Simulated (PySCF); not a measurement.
BrFH2, SMILES `F.Br`.

PySCF calculation, PBE/def2-SVP, gas phase; geometry: GFN2-xTB. GFN2-xTB bond lengths at metals and heavier atoms can be off by up to 0.1 Å and shapes distorted, which carries into these values.

Geometry (Å), atoms numbered from 1:

```
F1      -2.6970    0.0006    0.0000
H2      -3.6301   -0.0055    0.0000
Br3      0.8139   -0.0001    0.0000
H4      -0.5845    0.0032    0.0000
```

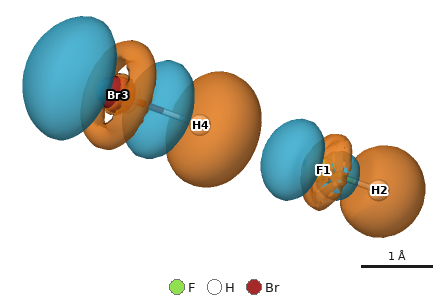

Density of the complex less the densities of the two fragments at the same geometry, ±0.003 e/Å³ (light blue: gain, orange: loss). Fragment A: HF (atoms 1–2); fragment B: HBr.

> How is the density rearranged on binding?

Hirshfeld charges show 0.010 e passing from A to B. By Hirshfeld charges, electrons gather most on Br3 (−0.024 e) and leave H4 most (+0.015 e); 0.04 e is displaced in all, which induces a dipole of 0.46 D.

> What is the interaction energy, and which contacts carry it?

The counterpoise-corrected interaction energy of the frozen fragments is −2.3 kcal/mol without dispersion correction and −2.6 kcal/mol with D3(BJ). The pair geometry is semi-empirical, not a minimum at this level. Contacts: F1···H4, hydrogen bond, 2.11 Å, ρ = 0.014 a.u. The pose is a local one from a semi-empirical search, not shown to be the most stable.

Run time: 24 s on 1 thread of Intel(R) Xeon(R) Processor @ 2.50GHz (Skylake/Cascade Lake), with other jobs on the host, peak memory 0.23 GiB.
